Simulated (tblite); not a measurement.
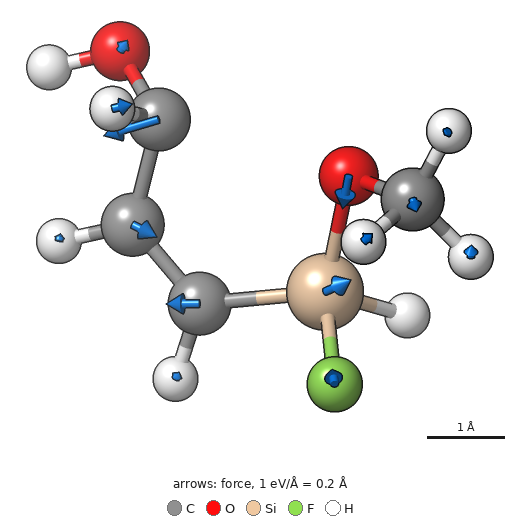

Starting geometry of C4H8FO2Si (multiplicity 2) with the computed forces as blue arrows. The picture is a ball-and-stick view, seen from a free direction.

Computed with tblite 0.8.0, GFN2-xTB geometry optimisation, gas phase. 

What follows when this structure is relaxed?

Answer. It isn't relaxed: the largest force vector, on a C atom, is 4.00 eV/Å. The final displacements have little in common with the starting forces (cosine between the two patterns 0.24). Over 136 geometry steps the energy falls by 253.2 kJ/mol. The atom that moves furthest after the best rigid fit is an H atom (1.80 Å). Largest moves by element: H 1.80 Å, O 0.70 Å, F 0.61 Å, C 0.43 Å, Si 0.23 Å. Some distances before and after: C–C 1.495 → 1.369 Å, O–Si 1.728 → 1.618 Å, F–Si 1.695 → 1.621 Å, C–O 1.400 → 1.347 Å. Among the angles between lasting bonds that change: C–O–Si 105.7° → 129.3°, C–C–O 105.6° → 124.6°, C–C–H 105.5° → 122.3°. Groups turn about C–Si by about 30°, O–Si by about 25°, C–O by about 25°.
